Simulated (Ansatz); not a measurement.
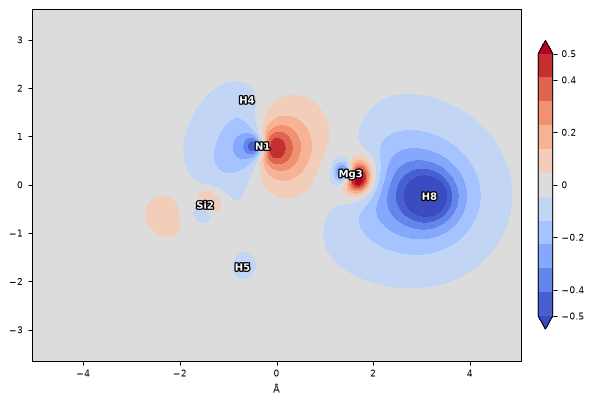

The picture shows: H5MgNSi. The HOMO−1 on the plane of atoms Mg3, N1 and H4 (values in Å⁻³ᐟ²; the overall sign is arbitrary).

Geometry: PBE0-D4/def2-TZVP.

Level of theory: RKS PBE0-D4/def2-TZVPP in Ansatz.

```yaml
atoms:
  - { symbol: N, position_ang: [-0.3888, -0.5651, -0.0623] }
  - { symbol: Si, position_ang: [0.7764, 0.5411, 0.5041] }
  - { symbol: Mg, position_ang: [-0.3984, -2.3047, 0.7258] }
  - { symbol: H, position_ang: [-1.0110, -0.2362, -0.7863] }
  - { symbol: H, position_ang: [1.5360, -0.2215, 1.5538] }
  - { symbol: H, position_ang: [0.2386, 1.7722, 1.1582] }
  - { symbol: H, position_ang: [1.7728, 1.0085, -0.5066] }
  - { symbol: H, position_ang: [-0.4336, -3.8554, 1.4037] }
```

What is the character of this orbital?

Answer. Its weight (Hirshfeld) is mainly on H8 (about 55 %), Mg3 (about 35 %) and N1 (about 10 %). Its energy is −7.87 eV.
